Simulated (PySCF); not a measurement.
# MgCl₂: structure of the singlet

The task is one start of a wider search on MgCl₂: the singlet, from a linear start. It is relaxed, tested by its Hessian and followed downhill if it is a saddle.

Computed with PySCF 2.14.0. Level: PBE0, basis Mg def2-TZVP, Cl def2-TZVP, no relativity, density fitting.

### Step 1. Where the work starts

3 atoms, charge 0, spin multiplicity 1.

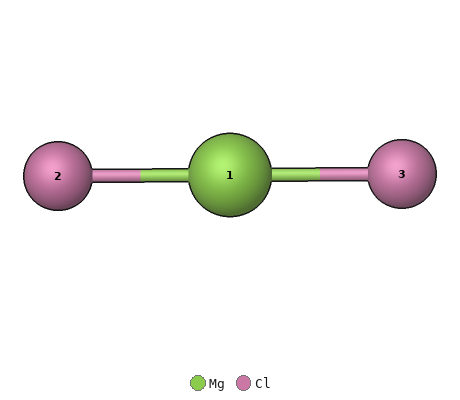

Start geometry, drawn with magnesium green, chlorine pink; atoms are numbered from 1 in the order of the file.

```xyz
3
charge 0 multiplicity 1
Mg    0.0000    0.0000    0.0000
Cl    0.0000    0.0000    2.3800
Cl    0.0000    0.0000   -2.3800
```

### Step 2. Finding the electronic state

One driver script runs all steps and calls PySCF; scf.py shows how it sets up the SCF of each step. The optimiser is the driver's own. After this first run the driver tries any further starts and a stability analysis.

scf.py

```python
from pyscf import gto, scf, dft
mol = gto.M(atom='''
Mg     0.000000     0.000000     0.000000
Cl     0.000000     0.000000     2.380000
Cl     0.000000     0.000000    -2.380000''',
    basis={'Mg': 'def2-TZVP', 'Cl': 'def2-TZVP'},
    charge=0, spin=0)
mf = dft.RKS(mol, xc='PBE0')
mf.grids.atom_grid = (50, 194)
aux = {'Mg': 'def2-universal-JKFIT', 'Cl': 'def2-universal-JKFIT'}
mf = mf.density_fit(auxbasis=aux)
mf.conv_tol = 1e-08
mf.diis_space = 10
mf.max_cycle = 60
mf.init_guess = 'minao'
mf.verbose = 4
mf.kernel()
```

Command:

```console
$ OMP_NUM_THREADS=2 python axn.py task.json out
```

Output:

```text
init E= -1120.11597700299
  HOMO = -0.380963934854048  LUMO = -0.122312995955777  gap/eV = 7.03825
cycle= 1 E= -1120.16611687407  delta_E= -0.0501  |g|= 0.434  |ddm|= 1.68
  HOMO = -0.257696508195482  LUMO = -0.0997855401560521  gap/eV = 4.29698
cycle= 2 E= -1120.11923989985  delta_E= 0.0469  |g|= 0.637  |ddm|= 1.14
  HOMO = -0.317128074334157  LUMO = -0.0949345072236305  gap/eV = 6.04619
cycle= 3 E= -1120.23330821943  delta_E= -0.114  |g|= 0.0314  |ddm|= 0.626
  HOMO = -0.322104191356654  LUMO = -0.0960418872734898  gap/eV = 6.15147
cycle= 4 E= -1120.23345071297  delta_E= -0.000142  |g|= 0.0108  |ddm|= 0.0265
  HOMO = -0.321620266776565  LUMO = -0.0945751329647848  gap/eV = 6.17821
cycle= 5 E= -1120.23348284441  delta_E= -3.21e-05  |g|= 0.00241  |ddm|= 0.0104
  HOMO = -0.321815329149839  LUMO = -0.0945870742879045  gap/eV = 6.18320
cycle= 6 E= -1120.23348412681  delta_E= -1.28e-06  |g|= 0.000389  |ddm|= 0.00171
  HOMO = -0.321773674699876  LUMO = -0.0945651036703232  gap/eV = 6.18266
cycle= 7 E= -1120.23348414926  delta_E= -2.25e-08  |g|= 6.98e-05  |ddm|= 0.00027
  HOMO = -0.321776807940538  LUMO = -0.0945734363425466  gap/eV = 6.18252
cycle= 8 E= -1120.23348415037  delta_E= -1.11e-09  |g|= 8.87e-06  |ddm|= 4.47e-05
  HOMO = -0.321774009235958  LUMO = -0.0945732773801531  gap/eV = 6.18245
Extra cycle  E= -1120.23348415036  delta_E= 5.91e-12  |g|= 1.08e-05  |ddm|= 1.86e-05
converged SCF energy = -1120.23348415036
```

This step, with its further starts and checks, took 3.5 s on 2 threads of Intel Xeon 6975P-C (Granite Rapids), shared host.

No lower closed-shell solution turned up in the test of internal stability.

### Step 3. Relaxing the singlet from the linear start

The program finds D∞h symmetry in the start, which this walk keeps. The walk stops when the largest gradient is under 0.0003 Eh/bohr and the energy has settled too.

Changes to scf.py since step 2:

```diff
@@ -15 +14,0 @@
-mf.init_guess = 'minao'
```

Energy and gradient, step by step:

```
step   energy (Eh)  change (kJ/mol)  largest symmetric gradient (Eh/bohr)
   0  -1120.233484             0.00                               0.03674
   1  -1120.245720           -32.12                               0.02195
   2  -1120.249538           -42.15                               0.01052
   3  -1120.250226           -43.96                               0.00195
   4  -1120.250253           -44.03                               0.00014
   5  -1120.250253           -44.03                               0.00000
```

The walk took 5.5 s.

Positions (Å) and forces (eV/Å) along the way:

```
step 0
Mg   0.000   0.000   0.000   0.000   0.000   0.000
Cl   0.000   0.000   2.380   0.000   0.000  -1.889
Cl   0.000   0.000  -2.380   0.000   0.000   1.889
step 1
Mg   0.000   0.000   0.000   0.000   0.000   0.000
Cl   0.000   0.000   2.272   0.000   0.000  -1.129
Cl   0.000   0.000  -2.272   0.000   0.000   1.129
step 3
Mg   0.000   0.000   0.000   0.000   0.000   0.000
Cl   0.000   0.000   2.177   0.000   0.000  -0.100
Cl   0.000   0.000  -2.177   0.000   0.000   0.100
step 5
Mg   0.000   0.000   0.000   0.000   0.000   0.000
Cl   0.000   0.000   2.170   0.000   0.000   0.000
Cl   0.000   0.000  -2.170   0.000   0.000   0.000
```

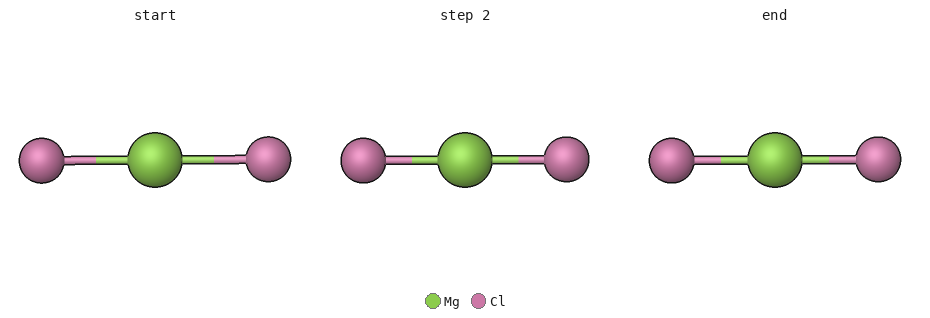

The geometry along the walk, at one scale.

End point (D∞h, 5 steps, 44.0 kJ/mol gained): Mg–Cl 2.170 Å (×2); Cl–Mg–Cl 180.0°.

### Step 4. Is it a minimum? Harmonic modes

On the finer grid the gradient is checked again; gradients at displacements of ±0.02 bohr then give force constants and infrared intensities.

Changes to scf.py since step 3:

```diff
@@ -4,2 +4,2 @@
-Cl     0.000000     0.000000     2.380000
-Cl     0.000000     0.000000    -2.380000''',
+Cl     0.000000    -0.000000     2.169925
+Cl    -0.000000     0.000000    -2.169925''',
@@ -9 +9 @@
-mf.grids.atom_grid = (50, 194)
+mf.grids.atom_grid = (75, 302)
@@ -12 +12 @@
-mf.conv_tol = 1e-08
+mf.conv_tol = 1e-10
```

The driver hands on the density of the step before, so the log starts near convergence.

Log of the central SCF (cycles and frontier levels):

```text
init E= -1120.25024500226
  HOMO = -0.331327635111137  LUMO = -0.0658149537583306  gap/eV = 7.22497
cycle= 1 E= -1120.25024500226  delta_E= -1.82e-12  |g|= 6.96e-07  |ddm|= 1.08e-06
  HOMO = -0.331327712783578  LUMO = -0.0658148867441568  gap/eV = 7.22497
Extra cycle  E= -1120.25024500226  delta_E= 4.55e-13  |g|= 7.98e-07  |ddm|= 1.24e-06
converged SCF energy = -1120.25024500226
```

The whole step took 10 s.

Geometry: D∞h; Mg–Cl 2.170 Å (×2); Cl–Mg–Cl 180.0°.

Harmonic modes (main isotopes):

| symmetry | ω (cm⁻¹) | IR (km/mol) | μ (u) |
| --- | --- | --- | --- |
| πu | 109 | 113 | 26.08 |
| σg+ | 324 | 0.0 | 34.97 |
| σu+ | 623 | 155 | 26.08 |

All wavenumbers are real: a minimum.

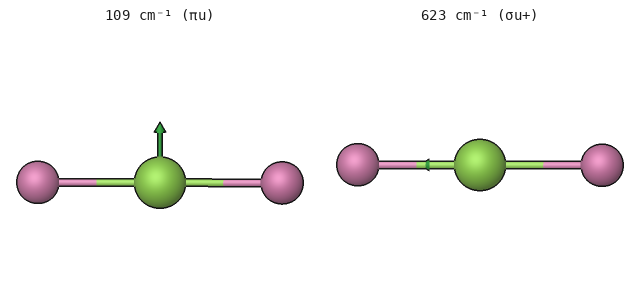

Displacements of 2 of the modes, as arrows (one member where a mode is degenerate).

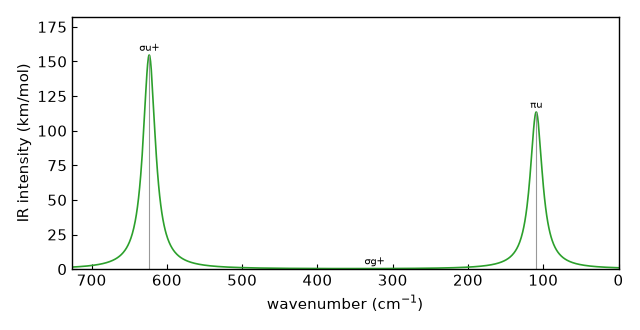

The harmonic infrared spectrum (widths in cm⁻¹). Lines are broadened to a width of 20 cm⁻¹ (Lorentzian).

Constants and moments:

- Dipole moment: 0.00 D
- Highest occupied level: -9.02 eV
- Lowest empty level: -1.79 eV
- Rotational constants: 0.05119 cm⁻¹
- Zero-point energy: 7.0 kJ/mol
- Principal polarisabilities: 36.2, 36.2, 55.9 bohr³
- Atomisation energy without zero-point energy: 774 kJ/mol
- Principal traceless quadrupole moments about the centre of mass: -16.46, 8.23, 8.23 D Å
- Entropy at 298.15 K and 1 bar: 271.7 J/(mol K)
- Heat capacity Cp at 298.15 K: 56.3 J/(mol K)
- Enthalpy at 298.15 K above 0 K: 13.85 kJ/mol
- Rotational symmetry number: 2

Populations by atom (charges in e):

```tsv
atom	Mulliken	Löwdin	polar tensor	Mayer order to Mg1
Mg1	0.88	0.02	1.24	–
Cl2,3	-0.44	-0.01	-0.62	0.97
```

Mulliken populations on Mg1: s 4.42, p 6.43, d 0.27.

### Step 5. Outcome

| quantity | value |
| --- | --- |
| minimum | singlet, D∞h |
| geometry | Mg–Cl 2.170 Å (×2); Cl–Mg–Cl 180.0° |
| wavenumbers (cm⁻¹) | 109 (πu), 324 (σg+), 623 (σu+) |
| dipole moment | 0.00 D |
| highest occupied, lowest empty level | -9.02, -1.79 eV |
| polar-tensor charge of Mg1 | +1.24 e |
| zero-point energy | 7.0 kJ/mol |
| entropy at 298.15 K | 271.7 J/(mol K) |
| atomisation energy (no zero-point energy) | 774 kJ/mol |

What this shows: The molecule stays D∞h, as typed, and the end point is a minimum. In the infrared the band at 623 cm⁻¹ (σu+) leads. Mg1 has a polar-tensor charge of +1.2 e (a dipole derivative, not a static charge), yet symmetry cancels the bond dipoles. Other starts or spin states, not run here, may lie lower.

The search up to here took 20 s.
